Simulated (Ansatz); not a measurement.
Si₃Sn (space group P-4m2, No. 115). Coordinates: the geometry relaxed with DFT, r2SCAN, plane waves, PAW (Ansatz); the starting structure was generated, so it need not be a known form of this composition.

```
CELL_PARAMETERS angstrom
4.03764 0.00000 0.00000
0.00000 4.03764 0.00000
0.00000 0.00000 5.74862
ATOMIC_POSITIONS crystal
Si 0.50000 0.00000 0.77460
Si 0.50000 0.50000 0.00000
Si 0.00000 0.50000 0.22540
Sn 0.00000 0.00000 0.50000
```

Describe how the polyhedra about Sn are linked (bonds: Si–Sn below 2.9 Å).

Sn: SnSi4 tetrahedron, sharing corners with four neighbours.

They form layers of corner-sharing tetrahedra parallel to (001).

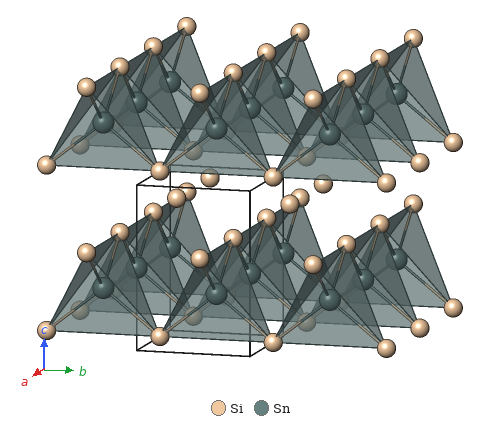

Polyhedra are drawn about Sn (bonds: Si–Sn below 2.9 Å); other atoms are plain spheres.
